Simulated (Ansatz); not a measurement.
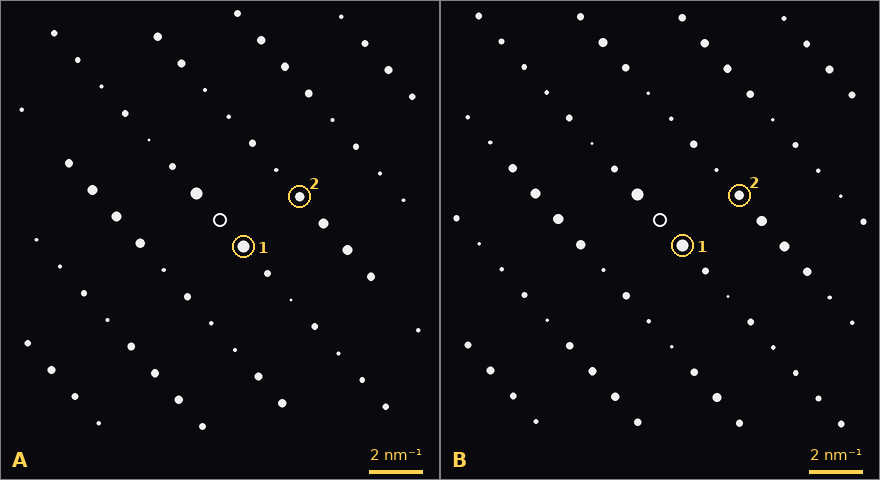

Kinematic electron diffraction patterns (300 kV, B = 0.5 Å², same scale) along [010] of the run's own cell, for the start and the end of one relaxation of Os3O2 with DFT PBE, scalar-relativistic, plane waves, PAW in Ansatz. k mesh 12×12×6. The start is a generated model structure, and the relaxation ends in the nearest stationary point of its symmetry, not necessarily the ground state. Spot 1 is 0 0 -1 and spot 2 is -1 0 -1 in both.

Start structure:

```
Os O
1.0
     4.06042    0.00000    0.00000
    -2.03021    3.51643    0.00000
     0.00000    0.00000    7.41235
Os O
3 2
Direct
  0.00000 0.00000 0.00000
  0.33333 0.66667 0.87383
  0.66667 0.33333 0.12617
  0.33333 0.66667 0.64588
  0.66667 0.33333 0.35412
```

> Which pattern belongs to the start structure, and which to the relaxed one?

A is the start: its cell gives d(1) = 7.412 Å, d(2) = 3.177 Å and an angle of 64.6°. B is the relaxed structure, with d(1) = 7.751 Å (+4.6 %), d(2) = 3.192 Å (+0.5 %) and 65.7°.

> Summarise the relaxation behind the change.

The volume changed by +3.8 % to 21.96 Å³ an atom; with the mean shift removed, the atoms moved by up to 0.11 Å relative to the cell (O most); the space group stayed P-3m1 (No. 164); the free energy fell by 1.4 meV an atom. Relaxed cell: a = 4.044 Å, b = 4.044 Å, c = 7.751 Å, α = 90.00°, β = 90.00°, γ = 120.00°.
